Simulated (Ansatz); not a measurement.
**Zr (P6_3/mmc): the Drude term of Re ε in the infrared**

Re ε of Zr (P6_3/mmc) along x at low photon energies is read from one computed spectrum; the carriers' damping was typed as γ = 0.05 eV. x, y and z are the Cartesian axes of the input cell.

The structure is hexagonal, space group P6_3/mmc (No. 194). Conventional cell: a = 3.232 Å, b = 3.232 Å, c = 5.147 Å, α = 90.00°, β = 90.00°, γ = 120.00°. Zr on site c is surrounded by 12 Zr at 3.18 to 3.23 Å.

Method: Ansatz 0.2.0, PBE, independent particles, k-mesh 15×15×8 with interpolation inside its cells, Gaussian parameter 0.1 eV.

Launch of the response step: `ansatz run input.yaml --threads 4 --pin off --max-ram 8192MiB --backend cpu --events-out ev --progress --plain --runs-dir out`. The run took 77 s, on 4 threads of Intel(R) Xeon(R) Processor @ 2.50GHz (Skylake/Cascade Lake) (shared host).

```tsv
photon energy E (eV)	wavelength (µm)	Re ε
0.25	4.96	?
0.30	4.13	-108.2
0.35	3.54	-67.6
0.40	3.10	-39.2
0.50	2.48	2.9
0.60	2.07	22.2
0.70	1.77	14.1
```

A Drude term over a constant background gives Re ε = ε_b − ωp²/(E² + γ²), linear in 1/(E² + γ²).

Working, on the rows shown:

| x = 1/(E² + γ²) (eV⁻²) | y = Re ε |
| --- | --- |
| 10.8108 | -108.2 |
| 8 | -67.6 |
| 6.15385 | -39.2 |
| 3.9604 | 2.9 |
| 2.75862 | 22.2 |
| 2.03046 | 14.1 |

Means: x̄ = 5.619, ȳ = -29.3. Σ(x − x̄)(y − ȳ) = -862.6, Σ(x − x̄)² = 56.72. Slope = -862.6 / 56.72 = -15.21; intercept = ȳ − slope · x̄ = 56.152. The line misses the rows shown by at most 11.

Task: What does the fit predict for the withheld row, and how well does it do?

Result: At x = 15.385 the line gives y = -177.81. The run gave -174.3, so the extrapolation is off by 3.5, 1.8 % of the range in the table.

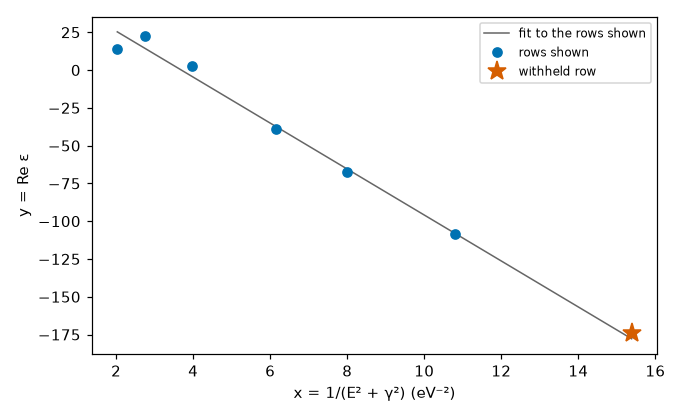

Refitted with all rows, the slope is -15 and the intercept 55.164. These give ωp = √(−slope) = 3.87 eV, against 3.94 eV from the program's Fermi-surface sum, and an intercept of 55.2. Taking the program's Drude term off the rows leaves 64 at the lowest energy and 46 at the highest, so the background isn't constant: interband transitions lie in or near the window, and neither fitted number can be trusted. The values come from a sum over the points of one k-mesh and carry its error, which is largest for Fermi-surface quantities. Spin-orbit coupling is left out.

[Logs are printed without paths, hosts, clocks, repeated set-up lines and the standing remarks that a program may print on its own settings, such as how far it seeks lower states.]
